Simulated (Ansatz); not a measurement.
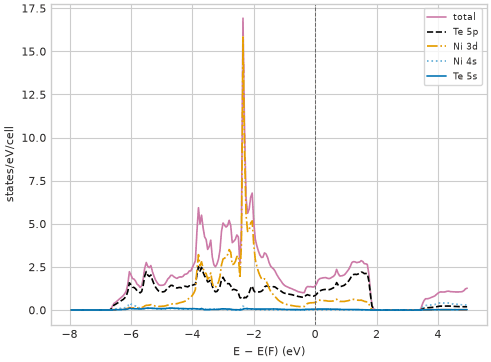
Total and projected density of states of NiTe₂ (CdI2 type, P-3m1), the program Ansatz at the r²SCAN level (PAW)

**Question.** Which orbitals carry the states next to the Fermi level?

**Answer.** Within 0.5 eV of the Fermi level: Te 5p 64 %, Ni 3d 29 %. Projections are on Löwdin-orthogonalised atomic valence shells; empty p or d shells of many metals are not among them.

**Question.** Where is the tallest occupied peak in this window, and what makes it?

**Answer.** Near -2.3 eV, about 17 states/eV per cell; the largest projected share is Ni 3d.

The workflow started from a Materials Project entry (that database holds measured and hypothetical structures alike); the Crystallography Open Database files this formula in space group No. 164, but the cells were not matched. Whether it is the stable phase at ambient conditions was not checked. Symmetry was held in the r²SCAN relaxation; its stability against distortions is not shown here. The run is not spin-polarised. A crystal of weakly bound layers computed without a dispersion correction: the cell and the soft elastic constants depend strongly on that. Spin–orbit coupling is left out wherever it is not named.

Potentials: the earlier of the program's two PAW sets.
